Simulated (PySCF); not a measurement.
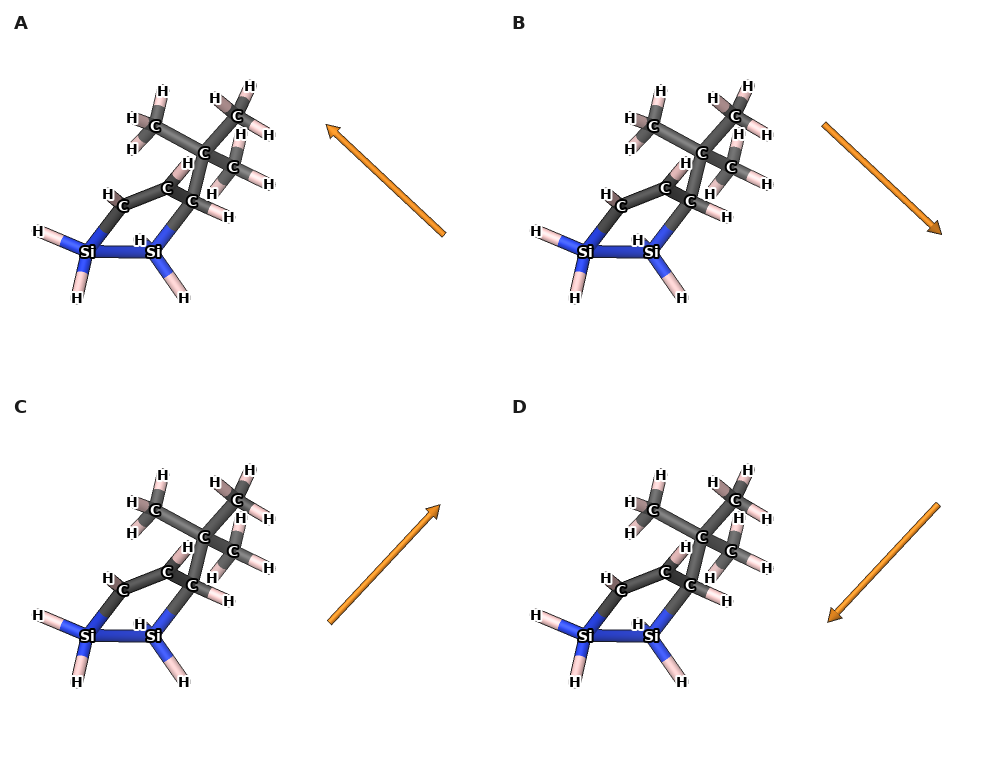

The same molecule four times, each with an arrow. The computed structure is the end point of a GFN2-xTB optimisation. No frequency run is at hand to confirm it as a minimum. Properties computed with PBE0/pcSseg-1, gas phase (PySCF 2.14.0).

Which arrow points along the dipole moment, from the negative to the positive end?

Answer. C. The dipole moment is 1.05 D.

The geometry is semi-empirical. Around Si such bond lengths and angles can be off by a tenth of an ångström or more and by several degrees, and values that hang on the shape move with them.
